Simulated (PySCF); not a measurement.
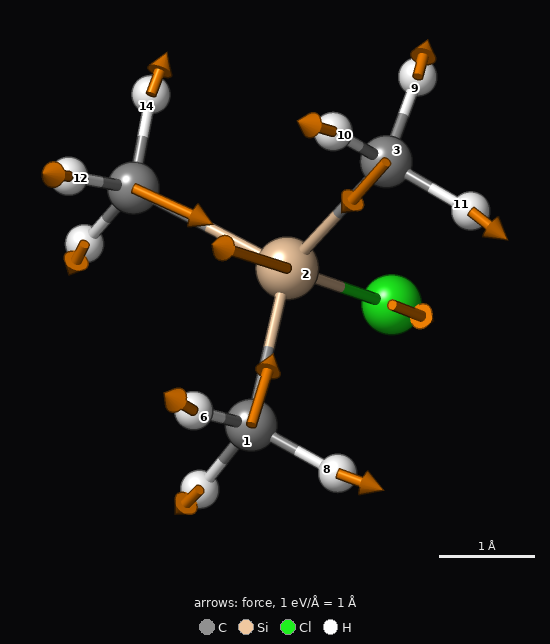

Starting geometry of C3H9ClSi with the computed forces as orange arrows. The picture is a ball-and-stick view, seen from a free direction.

The start comes from GFN2-xTB.

All numbers below come from PBE0-D3(BJ)/def2-SVP geometry optimisation, gas phase in PySCF. 

Q: Is this structure relaxed? If not, where do the atoms go?

A: It isn't relaxed: the largest force vector, on the Si atom, is 1.48 eV/Å. The final displacements have little in common with the starting forces (cosine between the two patterns 0.23). The largest move after the best rigid fit is that of an H atom, 0.13 Å. Largest moves by element: H 0.13 Å, Si 0.05 Å, Cl 0.04 Å, C 0.04 Å. Some distances before and after: Cl–Si 2.045 → 2.094 Å, C–Si 1.905 → 1.870 Å, C–H 1.086 → 1.101 Å. Over 7 geometry steps the energy falls by 9.51 kJ/mol. Cost: 45 s on 1 thread of Arm Neoverse V1 (shared host).
